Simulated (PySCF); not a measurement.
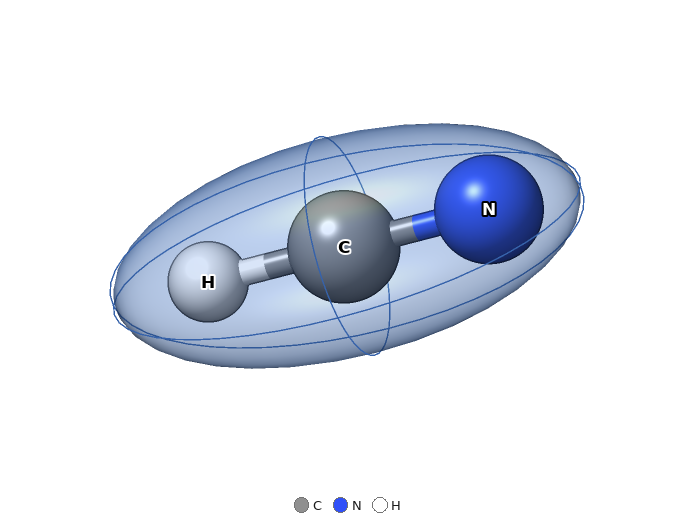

The ellipsoid shows the static dipole polarisability: its half-axes are proportional to the principal values. Computed geometry: PBE0-D3(BJ)/def2-SVP optimisation. No frequency run is at hand to confirm it as a minimum. Method: PBE0/6-31+G* (PySCF 2.14.0).

**Give the principal values, the mean and the anisotropy.**

Principal values 10.0, 10.0, 22.5 bohr³; mean 14.2 bohr³ (2.10 Å³); anisotropy 12.4 bohr³, so the longest axis is 2.24 times the shortest.
